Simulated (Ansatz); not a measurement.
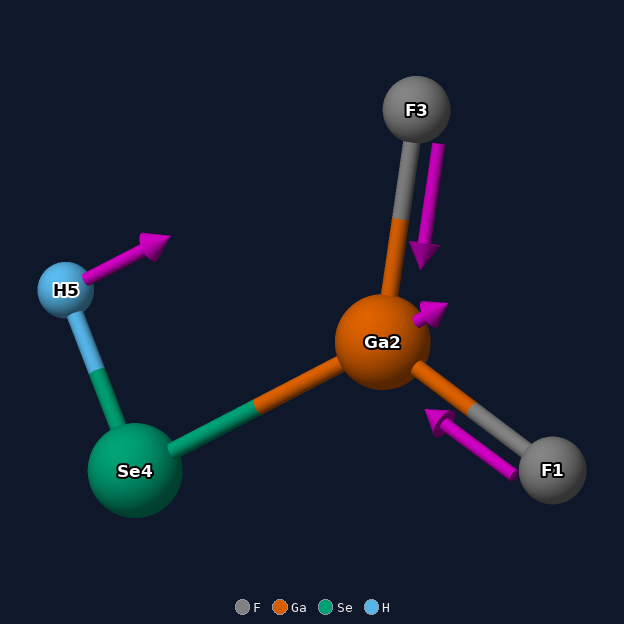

The arrows show one normal mode. Harmonic vibrations computed with RKS PBE0-D4/def2-TZVP (Ansatz 0.2.0) at a stationary point of the same level.

**Describe the motion.**

Mostly in-phase stretching of 2 Ga–F bonds.

**At what wavenumber does it lie?**

688 cm⁻¹; it is mode 7 of 9 counted from the lowest.
